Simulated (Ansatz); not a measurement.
**Response to strain in ScAlCO**

Base system: ScAlCO (space group P6_3mc, No. 186; a = 3.245 Å, c = 10.180 Å; a cell from a computed database, its experimental status unchecked). Axes: x lies along a and z along c of the hexagonal cell.

Strains are applied to the cell and any free atomic positions relax; under biaxial strain the out-of-plane vector relaxes too.

Calculations: r2SCAN in Ansatz (plane waves to 500 eV, PAW, no spin-orbit coupling), earlier PAW set.

Notes on the quantities. in-plane stress: mean in-plane stress (compression positive).

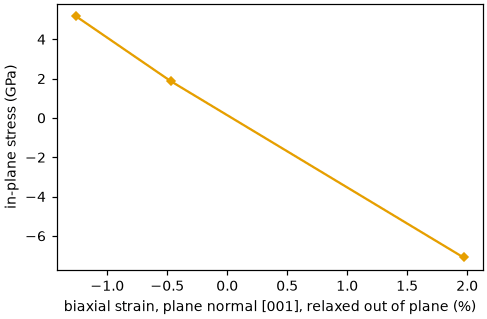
Fig. 1. in-plane stress against biaxial strain, plane normal [001], relaxed out of plane

### Question
From the plot, what is the in-plane stress for biaxial strain −1.26 %, plane normal [001], relaxed out of plane?

### Answer
About 5 GPa.

### Question
Is the trend monotonic over the range shown?

### Answer
Yes, it falls throughout, spanning -7.1 GPa to +5.2 GPa.

No phonon test of stability was made. All final runs are without spin polarisation.

Ansatz is a quantum-chemistry and plane-wave program.
